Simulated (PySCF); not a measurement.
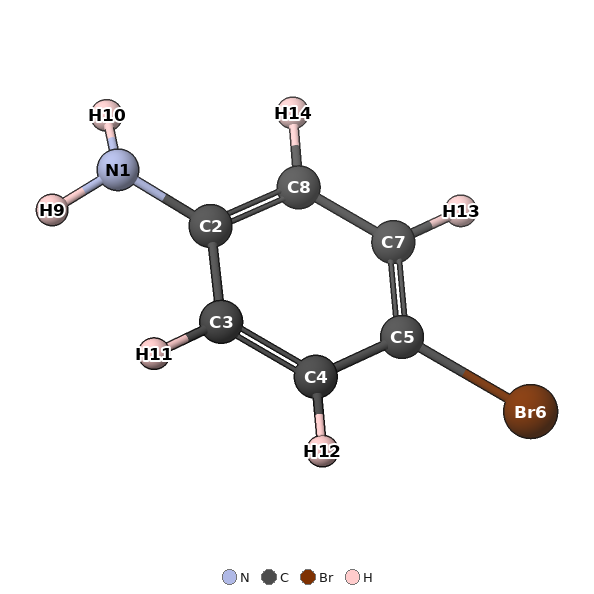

The geometry was computed by an optimisation with PBE0-D3(BJ)/def2-SVP. No frequency run is at hand to confirm it as a minimum. Properties computed with B3LYP/pcJ-1 (pcSseg-1 on Br) indirect spin-spin coupling, non-relativistic, gas phase (PySCF 2.14.0). Isotopes: 13C, 1H, 15N.

Give the spin–spin coupling constants of these pairs, with the number of bonds between them: N1/C2, N1/H9, N1/H10, N1/C3, N1/C8, N1/H14, N1/H11.

```tsv
pair	bonds apart	J (Hz)
N1, C2	1	−15.0
N1, H9	1	−87.1
N1, H10	1	−87.1
N1, C3	2	−3.6
N1, C8	2	−3.5
N1, H14	3	−2.2
N1, H11	3	−2.2
```
